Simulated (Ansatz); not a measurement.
**Nudged elastic band of WHClF5 (part 2 of 2)**

The same run, continued: WHClF5, multiplicity 2; UKS PBE/def2-SVP (Ansatz 0.2.0). It belongs to a series of runs on one base structure; here: band between the two ends.

Geometry of the input (Å):
```
W  -0.1346  -0.0356  -0.1426
H  0.9770  0.1676  2.8319
F  1.6303  0.1074  0.4516
F  -0.2342  1.8730  -0.2107
F  -1.9504  -0.1398  0.2141
F  0.0148  -1.9396  -0.0485
F  0.0113  -0.1088  -2.0013
Cl -0.3141  0.0758  2.6654
```

**What the program printed, continued**
```
NEB iter  47: max|band force component| = 2.216e-1 eV/Å  barrier→ = 0.0223 eV  barrier← = 0.0223 eV  CI = image 6  Δτ_max = 0.0581 Å  (297 SCF iters)
NEB iter  48: max|band force component| = 8.470e-2 eV/Å  barrier→ = 0.0224 eV  barrier← = 0.0223 eV  CI = image 6  Δτ_max = 0.1099 Å  (298 SCF iters)
NEB iter  49: max|band force component| = 5.752e-2 eV/Å  barrier→ = 0.0221 eV  barrier← = 0.0221 eV  CI = image 6  Δτ_max = 0.0297 Å  (305 SCF iters)
NEB iter  50: max|band force component| = 5.969e-2 eV/Å  barrier→ = 0.0220 eV  barrier← = 0.0220 eV  CI = image 6  Δτ_max = 0.0149 Å  (301 SCF iters)
NEB iter  51: max|band force component| = 3.453e-2 eV/Å  barrier→ = 0.0220 eV  barrier← = 0.0220 eV  CI = image 6  Δτ_max = 0.0149 Å  (279 SCF iters)
the calculation of the forces begins
reference -27924.29005868 eV, -1026.1987318930 hartree; 39, 38 occupied and 86, 87 virtual orbitals, 1300 factors
1300 factors; their error is unknown
mean field evaluation 4416: about -27924.2785 eV, gradient 5.0e-3 eV
mean field -27924.27854418 eV, -1026.1983087427 hartree, gradient 1.5e-5 eV, S^2 0.752289; 7 other end points of the search recorded, 0 dependent functions left out
the calculation of the forces begins
reference -27924.27861414 eV, -1026.1983113139 hartree; 39, 38 occupied and 86, 87 virtual orbitals, 1300 factors
NEB iter  52: max|band force component| = 2.644e-2 eV/Å  barrier→ = 0.0220 eV  barrier← = 0.0220 eV  CI = image 6  Δτ_max = 0.0000 Å  (1080 SCF iters)
```

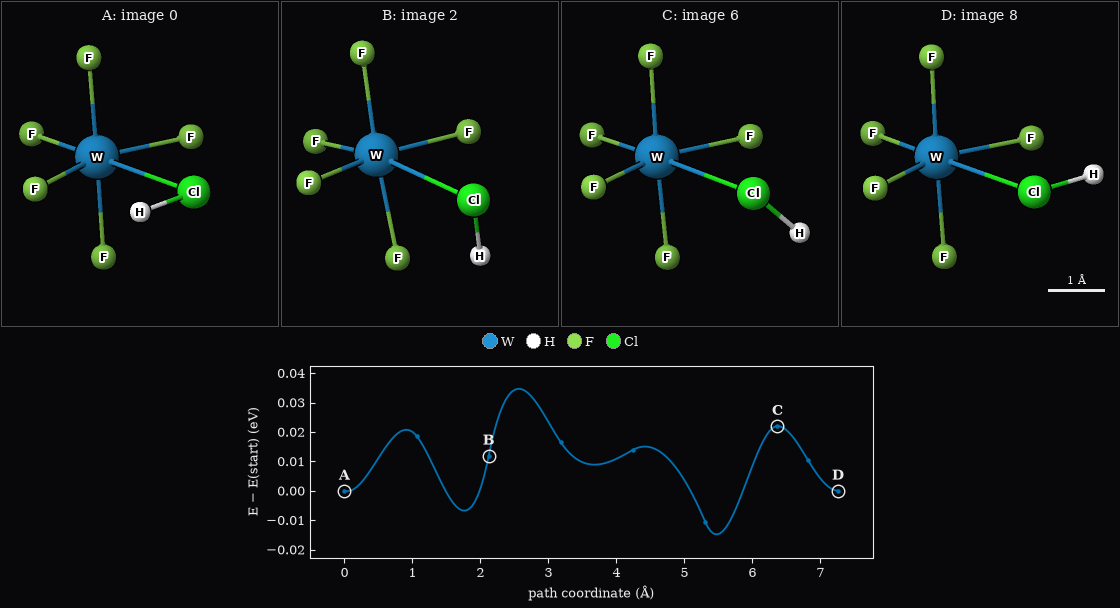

**Figure 1.** Images of the last band (counted from 0; ball-and-stick, seen at a tilt) above the energy along the path; the line is a cubic interpolation that uses the forces. The highest image is number 6, 0.022 eV above the start and 0.022 eV above the end (the climbing image); start and end have the same energy. The path is 7.26 Å long. The band converged in 52 iterations.

```
Total energy: -27924.27861414 eV, -1026.1983113139 hartree
Atom 0 at     0.059740    -0.127134    -0.140207 Å, force     0.000652    -0.000985     0.000120 eV/Å
Atom 1 at    -0.573989     0.811587     2.877523 Å, force    -0.001151     0.001175     0.000324 eV/Å
Atom 2 at     1.893147     0.040035     0.091179 Å, force    -0.000322    -0.000270    -0.000169 eV/Å
Atom 3 at    -0.133605     1.777820    -0.053449 Å, force    -0.000681     0.000114     0.000640 eV/Å
Atom 4 at    -1.681428    -0.293299     0.498854 Å, force     0.000384     0.000510     0.000001 eV/Å
Atom 5 at     0.207600    -2.032144    -0.159332 Å, force    -0.000138     0.001198    -0.000373 eV/Å
Atom 6 at    -0.140791    -0.118506    -1.994870 Å, force     0.000128    -0.000703    -0.000787 eV/Å
Atom 7 at     0.369325    -0.058359     2.640303 Å, force     0.001127    -0.001038     0.000244 eV/Å
Dipole moment:    -0.103519     0.199514     0.753444 e Å
this run last wrote the band of iteration 52 to [file]
```

**The last band as extended XYZ (Å, eV, eV/Å)**
```
8
Properties=species:S:1:pos:R:3:forces:R:3 image=0 energy=-27924.30056
W    -0.1346   -0.0356   -0.1426    0.0014   0.0034  -0.0178
H     0.9770    0.1676    2.8319   -0.0144  -0.0009  -0.0020
F     1.6303    0.1074    0.4516   -0.0030  -0.0036   0.0062
F    -0.2342    1.8730   -0.2107    0.0003  -0.0004  -0.0009
F    -1.9504   -0.1398    0.2141   -0.0003   0.0007   0.0027
F     0.0148   -1.9396   -0.0485    0.0043  -0.0033   0.0036
F     0.0113   -0.1088   -2.0013   -0.0037   0.0034   0.0084
Cl   -0.3141    0.0758    2.6654    0.0154   0.0008  -0.0002
8
Properties=species:S:1:pos:R:3:forces:R:3 image=1 energy=-27924.28190
W    -0.0820   -0.1364   -0.1293    0.0031  -0.0031   0.0024
H     0.5508    0.9386    2.8289   -0.0185   0.0122  -0.0100
F     1.7247   -0.1620    0.3164    0.0045  -0.0074  -0.0053
F    -0.0513    1.7752    0.0258    0.0056  -0.0028   0.0109
F    -1.8973   -0.1370    0.2587    0.0024  -0.0001   0.0051
F    -0.0703   -2.0457   -0.2010   -0.0023  -0.0013  -0.0054
F    -0.0606   -0.0608   -1.9932   -0.0024   0.0040   0.0020
Cl   -0.1140   -0.1719    2.6537    0.0077  -0.0016   0.0003
8
Properties=species:S:1:pos:R:3:forces:R:3 image=2 energy=-27924.28863
W     0.0338   -0.2163   -0.0550   -0.0237   0.0040   0.0056
H    -0.1947    1.1998    2.3840    0.1355  -0.0065   0.0528
F     1.8728   -0.2802    0.1873   -0.0275   0.0291   0.0714
F     0.0363    1.6756    0.3509   -0.0445   0.0265  -0.0717
F    -1.7631   -0.2501    0.4233   -0.0158  -0.0188  -0.0081
F    -0.0052   -2.1032   -0.3136    0.0088  -0.0070  -0.0167
F    -0.1122    0.0168   -1.9001    0.0156  -0.0087  -0.0147
Cl    0.1322   -0.0423    2.6832   -0.0484  -0.0186  -0.0188
8
Properties=species:S:1:pos:R:3:forces:R:3 image=3 energy=-27924.28413
W     0.0692   -0.1517   -0.1350   -0.0033   0.0010   0.0073
H    -0.5035    0.9762    2.7889    0.0435  -0.0165   0.0105
F     1.9707   -0.0305   -0.2830   -0.0028   0.0094   0.0043
F     0.0096    1.6507    0.3418   -0.0136  -0.0004  -0.0086
F    -1.8339   -0.2317    0.0579   -0.0125  -0.0015  -0.0250
F     0.2036   -1.9470    0.3084   -0.0039   0.0074   0.0135
F    -0.0782   -0.1250   -1.9945    0.0093  -0.0043  -0.0023
Cl    0.1625   -0.1409    2.6755   -0.0168   0.0048   0.0004
8
Properties=species:S:1:pos:R:3:forces:R:3 image=4 energy=-27924.28664
W    -0.0478   -0.1683   -0.1361    0.0062  -0.0104  -0.0005
H     0.3286    1.0945    2.7955   -0.0311  -0.0008   0.0014
F     1.8377    0.1435   -0.0220    0.0023  -0.0058  -0.0121
F    -0.3304    1.6196    0.3106    0.0101   0.0066   0.0034
F    -1.9411   -0.4167   -0.2166    0.0045   0.0059   0.0100
F     0.1922   -1.9419    0.3488    0.0015   0.0007   0.0014
F     0.0334   -0.1892   -1.9998   -0.0056   0.0024  -0.0014
Cl   -0.0728   -0.1414    2.6797    0.0119   0.0014  -0.0023
8
Properties=species:S:1:pos:R:3:forces:R:3 image=5 energy=-27924.31116
W    -0.0245   -0.2125   -0.0618    0.0103  -0.0072  -0.0064
H     0.0976    1.2290    2.4552   -0.0519  -0.0060   0.0099
F     1.8035   -0.1135    0.2630    0.0020  -0.0092   0.0070
F    -0.1450    1.6816    0.2955    0.0155   0.0095  -0.0215
F    -1.8316   -0.3854    0.3324    0.0143   0.0122   0.0316
F     0.1141   -2.1023   -0.2713   -0.0029  -0.0032  -0.0179
F    -0.0596   -0.0283   -1.9186   -0.0088  -0.0002   0.0000
Cl    0.0454   -0.0686    2.6656    0.0215   0.0040  -0.0028
8
Properties=species:S:1:pos:R:3:forces:R:3 image=6 energy=-27924.27854
W     0.0597   -0.1271   -0.1402    0.0007  -0.0010   0.0001
H    -0.5740    0.8116    2.8775   -0.0012   0.0012   0.0003
F     1.8931    0.0400    0.0912   -0.0003  -0.0003  -0.0002
F    -0.1336    1.7778   -0.0534   -0.0007   0.0001   0.0006
F    -1.6814   -0.2933    0.4989    0.0004   0.0005   0.0000
F     0.2076   -2.0321   -0.1593   -0.0001   0.0012  -0.0004
F    -0.1408   -0.1185   -1.9949    0.0001  -0.0007  -0.0008
Cl    0.3693   -0.0584    2.6403    0.0011  -0.0010   0.0002
8
Properties=species:S:1:pos:R:3:forces:R:3 image=7 energy=-27924.28999
W     0.0657   -0.0715   -0.1539    0.0016   0.0037  -0.0010
H    -0.7002    0.4047    2.9331   -0.0139  -0.0274   0.0018
F     1.9006    0.1295    0.0222    0.0020  -0.0005  -0.0021
F    -0.1711    1.8275   -0.1152    0.0049   0.0035  -0.0106
F    -1.6308   -0.2585    0.5980    0.0027   0.0096   0.0066
F     0.2440   -1.9745   -0.1505   -0.0035   0.0024   0.0063
F    -0.2210   -0.0971   -1.9972   -0.0022  -0.0044  -0.0003
Cl    0.5129    0.0399    2.6234    0.0083   0.0131  -0.0007
8
Properties=species:S:1:pos:R:3:forces:R:3 image=8 energy=-27924.30054
W     0.0583   -0.0232   -0.1559    0.0012   0.0083  -0.0046
H    -0.6808    0.0562    2.9387   -0.0101   0.0001   0.0021
F     1.9030    0.1063   -0.0330    0.0039  -0.0030  -0.0005
F    -0.0929    1.8817   -0.2265    0.0012   0.0033  -0.0001
F    -1.6184   -0.0929    0.6635   -0.0032  -0.0140  -0.0014
F     0.1638   -1.9300   -0.0539   -0.0080   0.0060   0.0017
F    -0.3117   -0.1292   -1.9816    0.0024  -0.0019   0.0057
Cl    0.5786    0.1311    2.6086    0.0127   0.0012  -0.0029
```

**Key numbers**

| quantity | value |
| --- | --- |
| outcome | converged |
| barrier, forward | 0.022 eV |
| barrier, backward | 0.022 eV |
| hardware | 4 threads of AMD EPYC (Zen 5), 32 GiB of memory available, shared host |
| wall time | 9.3 min (CPU time 35 min) |
| peak memory | 0.39 GiB |

**Notes**

The order of the saddle point was not checked.
